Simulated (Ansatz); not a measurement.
# Phonons of FeSi2 (Linzhiite, P4/mmm) against volume

Aim: how do the optical modes of FeSi2 (Linzhiite, P4/mmm) move with volume?

Main program and level: Ansatz 0.2.0; DFT LDA, scalar-relativistic, plane waves, PAW; PAW set soft_1.

### Step 1. The starting structure

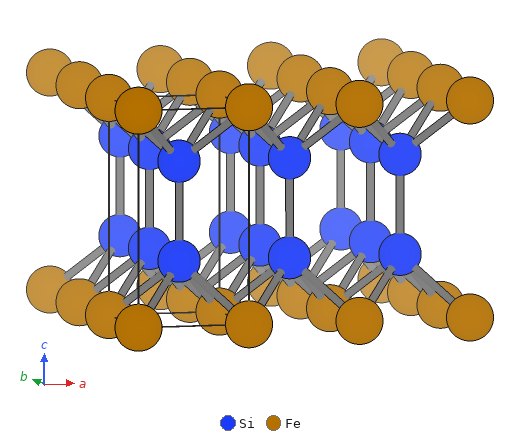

Start, viewed slightly off an axis; silicon blue, iron orange. 3×3×1 cells are drawn. Some periodic images of atoms are drawn too.

Coordinates:

```cif
data_structure
_symmetry_space_group_name_H-M 'P 1'
_symmetry_Int_Tables_number 1
_cell_length_a 2.6840
_cell_length_b 2.6840
_cell_length_c 5.1280
_cell_angle_alpha 90.000
_cell_angle_beta 90.000
_cell_angle_gamma 90.000
_cell_volume 36.94
loop_
_atom_site_label
_atom_site_type_symbol
_atom_site_fract_x
_atom_site_fract_y
_atom_site_fract_z
_atom_site_occupancy
Si1 Si 0.50000 0.50000 0.27000 1
Si2 Si 0.50000 0.50000 0.73000 1
Fe3 Fe 0.00000 0.00000 0.00000 1
```

### Step 2. Relaxation

The cell and atoms are relaxed, since residual forces and stress would shift the frequencies.

File input.yaml:

```yaml
crystal:
  lattice:
    - [2.684, 0.0, 0.0]
    - [0.0, 2.684, 0.0]
    - [0.0, 0.0, 5.128]
  atoms:
    - { symbol: Si, position: [0.5, 0.5, 0.27] }
    - { symbol: Si, position: [0.5, 0.5, 0.73] }
    - { symbol: Fe, position: [0.0, 0.0, 0.0] }
kpoints:
  mp_grid: { grid: [16, 16, 8] }
hamiltonian:
  xc: lda
  pseudopotentials: { kind: paw, azcp: { folder: soft_1 }, xc_functional: pbe }
scf:
  occupations: { method: gaussian, width: 0.1 }
output:
  forces: true
  stress: true
  eigenvalues: true
relax:
  adjacent_minimum: "off"
  f_tol: 0.005
  max_steps: 80
  cell: { stress_tol: 0.05 }
```

Started as:

```sh
$ ansatz run input.yaml --threads 4 --pin off --max-ram 10240MiB --backend cpu --events-out ev --progress --plain --runs-dir out
```

Numbers of over 12 decimals in the logs are rounded to 6 here.

The log of the run:

```text
Engine: ansatz 0.2.0, x86_64-unknown-linux-gnu
Pseudopotentials: kind: paw
Pseudopotential: Si, paw, valence charge 4, recommended cutoff 420 eV (normal), soft_1/Si.paw.azcp
Pseudopotential: Fe, paw, valence charge 16, recommended cutoff 420 eV (normal), soft_1/Fe.paw.azcp
Functional definition: SPW92
  exchange = slater_x
  correlation = pw_c
Crystal: 3 atoms, lattice volume = 36.941 Å³
Basis set: ecut = 420 eV, 741 PW (Γ)
Bands: 16, of which v1, the nominal top of the filled ones, is band 12 counted from 1 (11 counted from 0)
Symmetry: 16 space group operations
Space group: P4/mmm (ITA 123), of the structure as read, at distance tolerance 3.3e-5 Å
k-points: 225 of 2048
Non-local potential: Si, projectors of the file, l = 0: 2, l = 1: 2, l = 2: 1
Non-local potential: Fe, projectors of the file, l = 0: 3, l = 1: 2, l = 2: 3, l = 3: 1
PAW form: soft (Blöchl's): semilocal exchange-correlation on the pseudo side does not see the compensation charge
PAW frozen core: Si, regenerated for the run's functional, and the local potential with it (the file was generated under x = pbe(κ = 0.804, μ = 0.219515), c = pbe(β = 0.066725))
PAW frozen core: Fe, regenerated for the run's functional, and the local potential with it (the file was generated under x = pbe(κ = 0.804, μ = 0.219515), c = pbe(β = 0.066725))
PAW one-centre angular grid: Si, 110 points (default); XC on 64 Gauss nodes
PAW one-centre angular grid: Fe, 590 points (default); XC on 64 Gauss nodes
Initial density: superposition of atomic densities (chi_scale 0.1, normalization cell, long waves kept (reshape's long-wave potential 0.00 eV rms))
Initial wavefunctions: pseudopotential atomic-orbital guess
Functional: x = slater, c = lda
SCF iter   1: F=—  HF=-5640.742882 eV  |F-HF|=—  |Δ(HF+E_count)|=         —  Δρ=1.31e-1  dr2=1.37e1  ethr=3.10e-3  ⟨swp⟩=5.3  Hψ=19476  notcnv=0
preconditioner: auto → none  [metal: Δε(μ)=0.002 eV  Ē_g=8.051 eV  σ=0.100 eV  W_gap=0.01  n_scr=8 (ndim 8)  ℏωp=24.4 eV  f_vac=0.000  D(μ)=1.89/eV (n_scr^D=16)  sad-step TF]
SCF iter   2: F=—  HF=-5640.437743 eV  |F-HF|=—  |Δ(HF+E_count)|=   3.05e-1  Δρ=1.46e-1  dr2=1.38e1  ethr=3.10e-3  ⟨swp⟩=2.0  Hψ=6227  notcnv=0  defer=7
SCF iter   3: F=—  HF=-5639.077928 eV  |F-HF|=—  |Δ(HF+E_count)|=    1.36e0  Δρ=5.77e-2  dr2=1.38e0  ethr=3.10e-3  ⟨swp⟩=3.2  Hψ=6952  notcnv=0  defer=7
SCF iter   4: F=—  HF=-5638.929181 eV  |F-HF|=—  |Δ(HF+E_count)|=   1.49e-1  Δρ=1.12e-2  dr2=1.21e-1  ethr=3.10e-3  ⟨swp⟩=2.6  Hψ=7305  notcnv=0
SCF iter   5: F=—  HF=-5638.889830 eV  |F-HF|=—  |Δ(HF+E_count)|=   3.94e-2  Δρ=3.22e-3  dr2=2.27e-3  ethr=5.05e-4  ⟨swp⟩=2.1  Hψ=6016  notcnv=0
SCF iter   6: F=—  HF=-5638.889600 eV  |F-HF|=—  |Δ(HF+E_count)|=   2.30e-4  Δρ=4.43e-4  dr2=2.00e-5  ethr=9.44e-6  ⟨swp⟩=2.0  Hψ=5311  notcnv=0
SCF iter   7: F=—  HF=-5638.889597 eV  |F-HF|=—  |Δ(HF+E_count)|=   2.46e-6  Δρ=1.02e-4  dr2=1.68e-6  ethr=8.35e-8  ⟨swp⟩=2.0  Hψ=6296  notcnv=0
SCF iter   8: F=-5638.889597 eV  HF=-5638.889597 eV  |F-HF|=2.15e-8  |Δ(HF+E_count)|=   4.63e-7  Δρ=1.77e-5  dr2=4.66e-8  ethr=4.17e-10  ⟨swp⟩=4.1  Hψ=16898  notcnv=0
the search or the solves at the SCF's close seem to have found levels that the self-consistency loop had missed (the run counts 1). By its estimate they hold under 1e-12 electrons; where the run keeps them, the occupations were computed again with them
SCF 1 converged in 8 iterations: F = -5638.889597 eV  dr2 = 4.66e-8
  greatest PAW one-centre occupation: 1.001 electrons in one spin orbital (limit 2), on the Fe atom at site 2 (counted from 0), in its partial waves of l = 1
relax step   1: F+E_penalty+E_count = -5638.88959696 eV  Δ(F+E_penalty+E_count) = +0.000e0 eV  max|allowed force component| = 8.681e-2 eV/Å  Δτ_max = 0.0000 Å  P = -5.882 GPa  Ω = 36.941 Å³  (8 SCF iters, dr2 threshold 1.00e-7 eV, accepted)
Crystal: 3 atoms, lattice volume = 36.200 Å³
Basis set: ecut = 420 eV, 701 PW (Γ)
Initial density: handed on by an earlier stage of this run
Initial wavefunctions: those handed on with the density
iter 1 solved again at ethr=7.09e-6 eV; its pass at ethr=3.10e-3 eV (dr2=1.70e-3 eV) is discarded
SCF iter   1: F=—  HF=-5638.909892 eV  |F-HF|=—  |Δ(HF+E_count)|=         —  Δρ=2.15e-3  dr2=1.68e-3  ethr=7.09e-6  ⟨swp⟩=1.0  Hψ=21474  notcnv=0
preconditioner: auto → none  [metal: Δε(μ)=0.006 eV  Ē_g=7.697 eV  σ=0.100 eV  W_gap=0.03  n_scr=8 (ndim 8)  ℏωp=24.7 eV  f_vac=0.000  D(μ)=1.01/eV (n_scr^D=2)]
SCF iter   2: F=—  HF=-5638.909366 eV  |F-HF|=—  |Δ(HF+E_count)|=   5.26e-4  Δρ=8.80e-4  dr2=2.16e-4  ethr=6.98e-6  ⟨swp⟩=2.0  Hψ=5084  notcnv=0
SCF iter   3: F=—  HF=-5638.909291 eV  |F-HF|=—  |Δ(HF+E_count)|=   7.52e-5  Δρ=3.49e-4  dr2=3.16e-5  ethr=8.99e-7  ⟨swp⟩=2.0  Hψ=5075  notcnv=0
SCF iter   4: F=—  HF=-5638.909282 eV  |F-HF|=—  |Δ(HF+E_count)|=   8.85e-6  Δρ=7.60e-5  dr2=1.20e-6  ethr=1.32e-7  ⟨swp⟩=2.0  Hψ=5089  notcnv=0
iter 5 did not close the SCF: its close was put off for the readings that it lacked (scf_convergence_deferred on its scf_iter line)
SCF iter   5: F=-5638.909282 eV  HF=-5638.909282 eV  |F-HF|=8.29e-8  |Δ(HF+E_count)|=   3.66e-7  Δρ=1.45e-5  dr2=9.61e-8  ethr=4.99e-9  ⟨swp⟩=2.0  Hψ=5380  notcnv=0
SCF iter   6: F=-5638.909282 eV  HF=-5638.909282 eV  |F-HF|=5.09e-10  |Δ(HF+E_count)|=   1.78e-8  Δρ=9.66e-7  dr2=5.91e-10  ethr=4.00e-10  ⟨swp⟩=2.4  Hψ=12754  notcnv=0
SCF 2 converged in 6 iterations: F = -5638.909282 eV  dr2 = 5.91e-10
relax step   2: F+E_penalty+E_count = -5638.90928206 eV  Δ(F+E_penalty+E_count) = -1.969e-2 eV  max|allowed force component| = 7.059e-2 eV/Å  Δτ_max = 0.0081 Å  P = -2.228 GPa  Ω = 36.200 Å³  energy of the carried Pulay correction = +2.306e-4 eV  (6 SCF iters, dr2 threshold 3.00e-7 eV, accepted)
Crystal: 3 atoms, lattice volume = 35.808 Å³
iter 1 solved again at ethr=3.57e-6 eV; its pass at ethr=3.10e-3 eV (dr2=8.56e-4 eV) is discarded
SCF iter   1: F=—  HF=-5638.912402 eV  |F-HF|=—  |Δ(HF+E_count)|=         —  Δρ=1.02e-3  dr2=8.62e-4  ethr=3.57e-6  ⟨swp⟩=2.0  Hψ=21433  notcnv=0
preconditioner: auto → none  [metal: Δε(μ)=0.019 eV  Ē_g=7.774 eV  σ=0.100 eV  W_gap=0.11  n_scr=8 (ndim 8)  ℏωp=24.8 eV  f_vac=0.000  D(μ)=0.98/eV (n_scr^D=2)]
SCF iter   2: F=—  HF=-5638.912174 eV  |F-HF|=—  |Δ(HF+E_count)|=   2.28e-4  Δρ=6.42e-4  dr2=1.14e-4  ethr=3.57e-6  ⟨swp⟩=2.0  Hψ=5037  notcnv=0
SCF iter   3: F=—  HF=-5638.912145 eV  |F-HF|=—  |Δ(HF+E_count)|=   2.86e-5  Δρ=1.95e-4  dr2=1.53e-5  ethr=4.76e-7  ⟨swp⟩=2.0  Hψ=5067  notcnv=0
SCF iter   4: F=—  HF=-5638.912144 eV  |F-HF|=—  |Δ(HF+E_count)|=   1.44e-6  Δρ=9.27e-5  dr2=3.10e-6  ethr=6.38e-8  ⟨swp⟩=2.1  Hψ=5443  notcnv=0
iter 5 did not close the SCF: its close was put off for the readings that it lacked (scf_convergence_deferred on its scf_iter line)
SCF iter   5: F=-5638.912144 eV  HF=-5638.912144 eV  |F-HF|=1.72e-8  |Δ(HF+E_count)|=   1.23e-9  Δρ=1.50e-5  dr2=5.91e-8  ethr=1.29e-8  ⟨swp⟩=2.4  Hψ=5272  notcnv=0
SCF iter   6: F=-5638.912144 eV  HF=-5638.912144 eV  |F-HF|=2.79e-10  |Δ(HF+E_count)|=   3.28e-9  Δρ=1.43e-6  dr2=6.14e-10  ethr=2.46e-10  ⟨swp⟩=2.5  Hψ=12664  notcnv=0
SCF 3 converged in 6 iterations: F = -5638.912144 eV  dr2 = 6.14e-10
relax step   3: F+E_penalty+E_count = -5638.91214365 eV  Δ(F+E_penalty+E_count) = -2.862e-3 eV  max|allowed force component| = 6.131e-3 eV/Å  Δτ_max = 0.0012 Å  P = +0.141 GPa  Ω = 35.808 Å³  energy of the carried Pulay correction = +3.545e-4 eV  (6 SCF iters, dr2 threshold 3.00e-7 eV, accepted)
[...]
relax step   4: F+E_penalty+E_count = -5638.91215526 eV  Δ(F+E_penalty+E_count) = -1.161e-5 eV  max|allowed force component| = 6.002e-4 eV/Å  Δτ_max = 0.0002 Å  P = -0.002 GPa  Ω = 35.828 Å³  energy of the carried Pulay correction = +3.481e-4 eV  (6 SCF iters, dr2 threshold 1.88e-7 eV, accepted)
Initial wavefunctions: pseudopotential atomic-orbital guess (no wavefunctions were taken with the density)
iter 1 solved again at ethr=7.65e-7 eV; its pass at ethr=3.10e-3 eV (dr2=1.84e-4 eV) is discarded
SCF iter   1: F=—  HF=-5638.911824 eV  |F-HF|=—  |Δ(HF+E_count)|=         —  Δρ=2.52e-5  dr2=2.11e-8  ethr=7.65e-7  ⟨swp⟩=2.7  Hψ=28252  notcnv=0
eigensolver tolerance schedule: the retry pair's looser diagonalisation over-reported the residual by 8721.22 of it (diagonalisation noise at an unbounded share of the residual, at the tolerance the schedule requests for it); recorded, not acted on — ethr = c·dr2/N_el stays at c = 1.0e-1
preconditioner: auto → none  [metal: Δε(μ)=0.022 eV  Ē_g=7.764 eV  σ=0.100 eV  W_gap=0.12  n_scr=8 (ndim 8)  ℏωp=24.8 eV  f_vac=0.000  D(μ)=0.98/eV (n_scr^D=2)]
SCF iter   2: F=—  HF=-5638.911824 eV  |F-HF|=—  |Δ(HF+E_count)|=   6.62e-7  Δρ=1.27e-5  dr2=5.65e-9  ethr=8.77e-11  ⟨swp⟩=2.9  Hψ=7265  notcnv=0
SCF iter   3: F=—  HF=-5638.911824 eV  |F-HF|=—  |Δ(HF+E_count)|=   1.61e-8  Δρ=3.09e-6  dr2=1.77e-9  ethr=2.36e-11  ⟨swp⟩=2.0  Hψ=5069  notcnv=0
SCF iter   4: F=—  HF=-5638.911824 eV  |F-HF|=—  |Δ(HF+E_count)|=  1.55e-11  Δρ=5.63e-7  dr2=9.57e-11  ethr=7.38e-12  ⟨swp⟩=2.0  Hψ=5061  notcnv=0
iter 5 did not close the SCF: its close was put off for the readings that it lacked (scf_convergence_deferred on its scf_iter line)
SCF iter   5: F=-5638.911824 eV  HF=-5638.911824 eV  |F-HF|=1.18e-11  |Δ(HF+E_count)|=  1.00e-11  Δρ=2.49e-7  dr2=2.13e-11  ethr=1.00e-12  ⟨swp⟩=1.5  Hψ=4033  notcnv=0
SCF iter   6: F=-5638.911824 eV  HF=-5638.911824 eV  |F-HF|=2.73e-12  |Δ(HF+E_count)|=  4.55e-12  Δρ=1.66e-8  dr2=1.19e-13  ethr=1.00e-12  ⟨swp⟩=4.8  Hψ=15989  notcnv=0
SCF 5 converged in 6 iterations: F = -5638.911824 eV  dr2 = 1.19e-13
relax step   5: F+E_penalty+E_count = -5638.91182419 eV  Δ(F+E_penalty+E_count) = +3.311e-4 eV  max|allowed force component| = 3.622e-4 eV/Å  Δτ_max = 0.0000 Å  P = -0.005 GPa  Ω = 35.828 Å³  stress off target by 1.01e-2 GPa  SCF on the basis re-selected at this cell (its energy is not comparable with the rows above)  (6 SCF iters)
basis re-selected at this cell: Δ(F+E_penalty+E_count) = +3.311e-4 eV, ΔP = -0.004 GPa vs the last step (what re-selecting the basis moved, of the pressure what is left beyond the Pulay correction that the steps carried, after the strain that the cell walked since its last selection, with what the two solves' SCF thresholds leave and, on support functions, any second-order correction that the steps lacked; it is no m [...]
SCF converged after 6 iterations
Free energy (F): -5638.911824 eV
Harris-Foulkes:  -5638.911824 eV  (|F-HF|=2.73e-12)
Internal energy: -5638.906913 eV  (E = F + TS)
E sigma→0 (E₀):  -5638.909368 eV
Entropy (-TS):   -0.004911 eV (-1.637 meV/atom)
Fermi energy:    14.553868 eV
--- Per-component energies (eV) ---
  E_band       = -216.553760
  E_kinetic    = 429.343457
  E_local      = -3541.150953  (includes V_loc(G=0)·N_el)
  E_nonlocal   = 339.469341
  E_hartree    = 1567.187913
  E_xc         = -228.658972
  E_vxc        = -246.855233  (∫ρ·V_xc dr)
  E_paw        = -2292.255887  (= ΣΔE_a)
  E_vpaw       = -331.735506  (= ΣTr[D̂ρ^β])
  E_aug_tail   = -0.000716  (compensation charges beyond the density's cutoff)
  E_ewald      = -1913.411294
  E_core_change = 0.570198  (= ΣΔE_core)
  E_smearing   = -0.004911  (= −TS)
  E_closure    = -0.000000  (closes the sum)
  Σ components = -5638.911824   (vs F -5638.911824, Δ=0.00e0)
--- Forces (eV/Å), atoms counted from 1 ---
  atom   1  Si     0.00000000     0.00000000    -0.00036218
  atom   2  Si     0.00000000     0.00000000     0.00036218
  atom   3  Fe    -0.00000000    -0.00000000     0.00000000
  max |Σ_I F_I| component: 3.94e-31 eV/Å
--- Stress (GPa, compression-positive) ---
       -0.002954       0.000000       0.000000
        0.000000      -0.002954       0.000000
        0.000000       0.000000      -0.010144
  P = ⅓ Tr σ = -0.0054 GPa (-0.054 kbar)
--- Band table (eV; the first three rows and the last of 225) ---
  k-point 0: bands = [... 8 lower, 12.8261, 12.9818, 12.9818, 13.9208, 19.1938, 19.1938, 21.2130, 21.7890]
  k-point 1: bands = [... 8 lower, 12.7918, 12.9749, 12.9749, 13.9209, 19.2962, 19.2962, 20.2019, 21.5889]
  k-point 2: bands = [... 8 lower, 12.6678, 12.9583, 12.9583, 13.9211, 18.7535, 19.5925, 19.5925, 21.2662]
  k-point 224: bands = [... 8 lower, 11.2388, 11.2388, 12.6817, 14.7215, 14.9479, 14.9479, 15.7086, 17.6069]
--- Relaxed structure (4 steps of the walk, 4 accepted, 1 SCFs on fresh bases) ---
  F+E_penalty+E_count = -5638.91182419 eV   max|allowed force component| = 3.622e-4 eV/Å   (the final SCF, on the basis selected at the relaxed cell)
  cell:  # Å, volume = 35.8281 Å³
    - [2.659134, 0, 0.0]
    - [0, 2.659134, 0.0]
    - [0.0, 0.0, 5.066911]
  atoms:
    - { symbol: Si, position: [0.5, 0.5, 0.271396] }
    - { symbol: Si, position: [0.5, 0.5, 0.728604] }
    - { symbol: Fe, position: [0, 0, 0] }
```

The job ended after 7.9 s (4 threads of AMD EPYC 7B13 (Zen 3), shared host; peak memory 0.49 GiB).

This run has no spin polarisation, although Fe can carry a moment.

The steps of the relaxation:

```csv
step,energy less that of the first step (eV),largest force component (eV/Å),pressure (GPa),volume (Å³)
1,0.0000,0.0868,-5.88,36.94
2,-0.0197,0.0706,-2.23,36.20
3,-0.0225,0.0061,0.14,35.81
4,-0.0226,0.0006,0.00,35.83
5*,-0.0222,0.0004,-0.01,35.83
```

Relaxation steps marked * repeat the geometry before them on a plane-wave basis chosen anew for their cell, so energy and pressure can jump there.

Forces are held to the 16 operations that the run works with; a distortion that breaks them can't arise in this run.

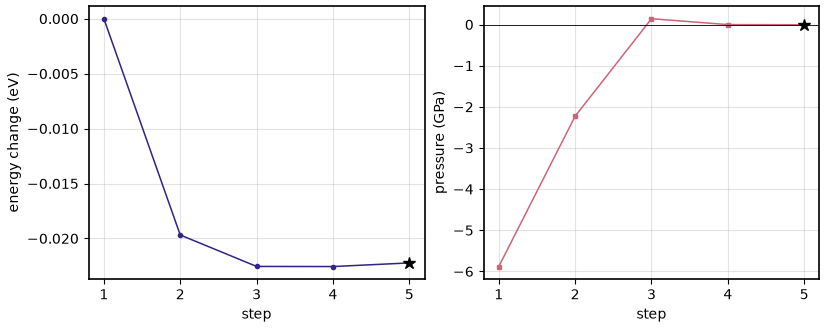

Energy and pressure along the relaxation. Stars mark steps on a basis chosen anew.

```csv
"conventional cell, symmetrised",before,after,change
a (Å),2.684,2.659,-0.9 %
b (Å),2.684,2.659,-0.9 %
c (Å),5.128,5.067,-1.2 %
volume (Å³/atom),12.31,11.94,-3.0 %
```

The relaxed structure:

```cif
data_structure
_symmetry_space_group_name_H-M 'P 1'
_symmetry_Int_Tables_number 1
_cell_length_a 2.6591
_cell_length_b 2.6591
_cell_length_c 5.0669
_cell_angle_alpha 90.000
_cell_angle_beta 90.000
_cell_angle_gamma 90.000
_cell_volume 35.83
loop_
_atom_site_label
_atom_site_type_symbol
_atom_site_fract_x
_atom_site_fract_y
_atom_site_fract_z
_atom_site_occupancy
Si1 Si 0.50000 0.50000 0.27140 1
Si2 Si 0.50000 0.50000 0.72860 1
Fe3 Fe 0.00000 0.00000 0.00000 1
```

This step gave:

| Quantity | Value |
| --- | --- |
| pressure | -0.005351 GPa |
| volume per atom | 11.94 Å³ |
| gap on the k-mesh | 0 eV |

In this step the volume went from 12.31 to 11.94 Å³/atom.

### Step 3. Tight relaxation

Phonons need small forces and stress, so the relaxation is finished with tight tolerances on 16×16×8 k points.

input.yaml, the sections that differ from step 2:

```yaml
crystal:
  lattice:
    - [2.6591337801, 0.0, 0.0]
    - [0.0, 2.6591337801, 0.0]
    - [0.0, 0.0, 5.0669114767]
  atoms:
    - { symbol: Si, position: [0.5, 0.5, 0.2713963105] }
    - { symbol: Si, position: [0.5, 0.5, 0.7286036895] }
    - { symbol: Fe, position: [0.0, 0.0, 0.0] }
scf:
  occupations: { method: methfessel_paxton, width: 0.2 }
relax:
  adjacent_minimum: "off"
  f_tol: 0.001
  max_steps: 60
  cell: { stress_tol: 0.01 }
# kpoints, hamiltonian, output: as in step 2
```

The log of the run:

```text
[...]
Crystal: 3 atoms, lattice volume = 35.828 Å³
Basis set: ecut = 420 eV, 701 PW (Γ)
Bands: 16, of which v1, the nominal top of the filled ones, is band 12 counted from 1 (11 counted from 0)
Symmetry: 16 space group operations
[...]
k-points: 225 of 2048
[...]
k-point 224: bands = [... 8 lower, 11.2428, 11.2428, 12.6845, 14.7249, 14.9502, 14.9502, 15.7111, 17.6118]
--- Relaxed structure (3 steps of the walk, 3 accepted, 1 SCFs on fresh bases) ---
[...]
cell:  # Å, volume = 35.8212 Å³
    - [2.658803, 0, 0.0]
    - [0, 2.658803, 0.0]
    - [0.0, 0.0, 5.067194]
  atoms:
    - { symbol: Si, position: [0.500000, 0.500000, 0.271430] }
    - { symbol: Si, position: [0.500000, 0.500000, 0.728570] }
    - { symbol: Fe, position: [0, 0.0, 0.0] }
[key lines of the parts left out:]
SCF converged after 5 iterations
Free energy (F): -5638.908728 eV
Fermi energy:    14.559640 eV
P = ⅓ Tr σ = -0.0019 GPa (-0.019 kbar)
```

Elapsed: 5.7 s, on 4 threads; peak memory 0.5 GiB.

Little changed from the start: no atom moved by 0.005 Å and no cell edge by 0.1 %.

Numbers from this step:

```yaml
pressure: -0.001903 GPa
```

The largest force component left is 0.18 meV/Å and the pressure is -0.002 GPa, within the tolerances set. The cell now holds 11.94 Å³/atom.

[end of part 1 of 2]

[Logs are printed without paths, hosts, clocks, repeated set-up lines and the standing remarks that a program may print on its own settings, such as how far it seeks lower states.]

[Hosts, paths, dates, database ids (printed as entryN), source tags and the programs' standing remarks are cut or masked in the printed files.]
